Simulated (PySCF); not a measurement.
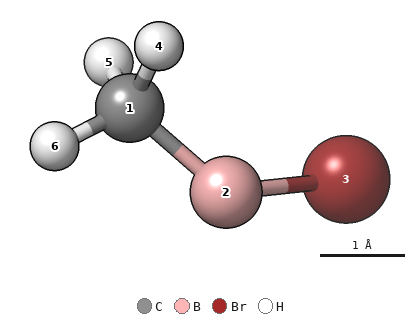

The input geometry (ball-and-stick view, seen at a tilt; atoms are numbered from 1 in the order of the input).

**GW calculation of CH3BBr**

- system: CH3BBr, multiplicity 2, SMILES C[B]Br
- method: G0W0 (PBE0)/cc-pV(D+d)Z, UKS (PySCF 2.14.0)

The geometry comes from this level: PBE0-D4/def2-TZVP.

Log:
```
WARN: HOMO -0.149228400027968 >= LUMO -0.149228400027968

converged SCF energy = -2638.47262009337  <S^2> = 0.75255724  2S+1 = 2.0025556
Final energy -2638.4726200933746

WARN: GW QP energies may not be sorted from min to max

spin 0
  24      -8.9186     -10.7823
  25      -5.6072      -7.4791
  26      -1.4834       0.9470
  27       2.2070       4.6007
spin 1
  24      -8.6013     -10.4764
  25      -1.1730       0.9009
  26      -0.7871       1.4873
  27       2.3250       4.5455
```

The run was set up as follows.

Input (calc.py):
```python
from pyscf import gto, dft
from pyscf.gw.ugw_ac import UGWAC

mol = gto.M(
    atom='''
C   -0.320400   0.337300  -0.311000
B    0.157600  -1.056200   0.144200
Br   1.616800  -1.419300   1.288500
H   -1.026400   0.687700   0.455600
H    0.485000   1.076000  -0.369800
H   -0.870300   0.310400  -1.253600
''',
    verbose=3,
    basis='cc-pv(d+d)z',
    max_memory=1860,
    spin=1,
)

mf = dft.UKS(mol)
mf.xc = 'pbe0'
mf.grids.level = 4
mf.conv_tol = 1e-10
mf.kernel()
if not mf.converged:
    mf = mf.newton().run(mf.mo_coeff, mf.mo_occ)

etot = mf.e_tot
print('Final energy', etot)

nocc = mol.nelec[0]
orbs = list(range(max(0, nocc - 2), min(mol.nao, nocc + 2)))
mygw = UGWAC(mf)
mygw.orbs = orbs
mygw.kernel()
for s in range(2):
    print('spin', s)
    for p in orbs:
        print('%4d %12.4f %12.4f' % (p + 1, mf.mo_energy[s][p] * 27.211386, mygw.mo_energy[s][p] * 27.211386))
```

Launched with:
```bash
OMP_NUM_THREADS=1 python calc.py
```

Key numbers:

| quantity | value |
| --- | --- |
| outcome | converged |
| total energy | −2638.472620 hartree |
| basis functions | 70 |
| ⟨S²⟩ | 0.753 |
| dipole moment | 1.50 D |
| hardware | 1 thread of AMD EPYC 7571, 16 GiB of memory available, shared host |
| wall time | 34 s |
| peak memory | 0.41 GiB |
